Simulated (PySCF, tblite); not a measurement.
# C4H9FSi3: geometry, infrared bands and NMR shifts

Wanted: the infrared bands and NMR shifts of C4H9FSi3 (`CC#C[Si@@H]1C[Si@H](F)[SiH2]1`), by calculation.

Computed with tblite 0.8.0 and PySCF 2.14.0, with density-fitted response routines of our own, on a single molecule in the gas phase. Atoms count from 0, in the outputs and in this text.

### Step 1. The molecule as given

17 atoms, charge 0, multiplicity 1; geometry from: force field or distance geometry start.

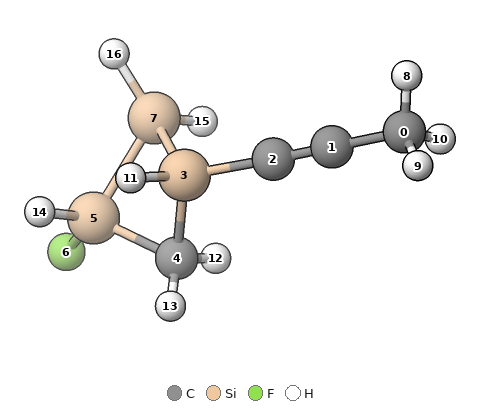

As it starts; carbon grey, silicon light orange, fluorine green, hydrogen white, atoms numbered.

### Step 2. Geometry optimisation with GFN2-xTB

What the job is given:

```
{"job": {"kind": "relax", "xc": "GFN2-xTB", "basis": "xTB"}, "charge": 0, "multiplicity": 1}
C      3.956400     0.087500    -0.266300
C      2.492500     0.165500     0.023200
C      1.315600     0.232300     0.269600
Si    -0.458100     0.375300     0.626900
C     -1.353800    -1.286000     0.547900
Si    -2.922700    -0.261800     0.305100
F     -4.195100    -1.092300    -0.367200
Si    -1.701100     0.994600    -1.081400
H      4.336100     1.125100    -0.470800
H      4.507100    -0.313900     0.603400
H      4.076100    -0.532300    -1.176100
H     -0.799400     1.005100     1.912400
H     -1.141600    -1.796500    -0.413500
H     -1.308300    -1.885500     1.451300
H     -3.229200     0.524000     1.530100
H     -1.508300     0.276000    -2.332100
H     -2.073200     2.394900    -1.172400
```

Launch:

```sh
$ OMP_NUM_THREADS=1 python probes_run.py task.json out
```

The driver reads the jobs from task.json and runs them one after another.

**Question.** This job is followed by: GFN2-xTB harmonic vibrations, gas phase; GIAO PBE0/pcSseg-1 NMR shielding, non-relativistic, gas phase. Predict these results of the whole session: strongest single infrared mode (GFN2-xTB); zero-point energy (GFN2-xTB); 13C shifts against TMS (PBE0/pcSseg-1); 1H shifts against TMS (PBE0/pcSseg-1, means over atoms taken as alike); 29Si shifts against TMS (PBE0/pcSseg-1); 19F shifts against CFCl3 (PBE0/pcSseg-1).

The runs gave:

```
                                                              quantity                                         value
                             strongest single infrared mode (GFN2-xTB)                         2148 cm⁻¹, 528 km/mol
                                          zero-point energy (GFN2-xTB)                                 67.9 kcal/mol
                                13C shifts against TMS (PBE0/pcSseg-1)                    118.1, 83.2, 19.5, 6.4 ppm
1H shifts against TMS (PBE0/pcSseg-1, means over atoms taken as alike)  6.25, 5.08, 4.57, 4.32, 2.16, 1.38, 1.11 ppm
                               29Si shifts against TMS (PBE0/pcSseg-1)                        45.9, -60.2, -73.2 ppm
                              19F shifts against CFCl3 (PBE0/pcSseg-1)                                    -211.3 ppm
```

In words: Relaxing lowered the energy by 1.316 eV in 155 steps; the close pair that moved most is Si3–Si7, from 2.202 to 2.357 Å. The lowest mode is imaginary (25i cm⁻¹), so the xTB geometry is not a minimum. The strongest single mode, at 2148 cm⁻¹, moves mainly H16. GFN2-xTB is a fitted tight-binding method: band positions and strengths are rough. Its intensities can rank the bands wrongly. At PBE0/pcSseg-1: The widest tensor belongs to C1: span 276 ppm, with a paramagnetic part of -207 ppm.
